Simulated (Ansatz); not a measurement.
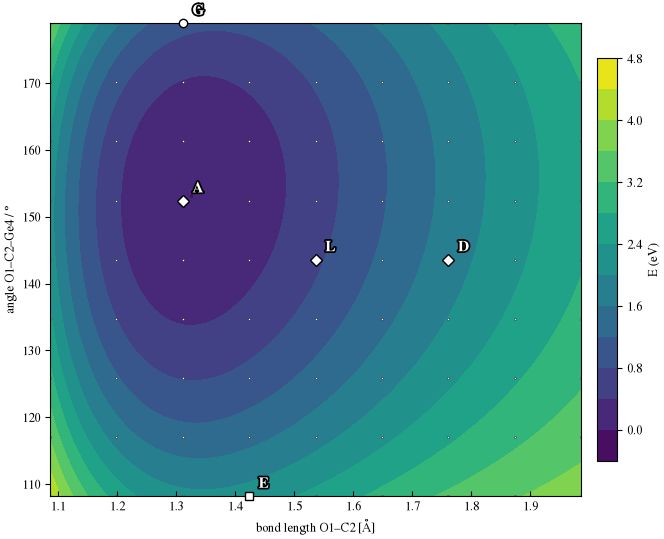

CH3GeNO, SMILES O[C]1=[N][GeH2]1. Coordinates scanned: (1) bond length O1–C2; (2) angle O1–C2–Ge4. Nothing is relaxed (all other coordinates rigid). The grid has 9 × 9 points. Points are written as (first, second). Energies are in eV, from the relaxed molecule at the same level. The reference is spin-restricted, which grows unreliable where a bond is stretched far. All numbers below come from RKS PBE0-D4/def2-TZVP (Ansatz).

In the figure: filled contours, dots at the grid points, lettered points. Between grid points the surface is interpolated.

Q: Is D the lowest point of the computed grid?

A: No. D lies 1.80 eV above the lowest grid point, which is at (1.311 Å, 152.4°).

Q: What kind of point is each of A, D, L: minimum, saddle, maximum or slope?

A: A: minimum; D: on a slope; L: on a slope. (In these two coordinates alone; a stationary point may lie a little off the grid point.)

Q: Rank the lettered points by energy, lowest first.

A: A (0.0043 eV), L (0.73 eV), G (0.95 eV), D (1.81 eV), E (2.18 eV).
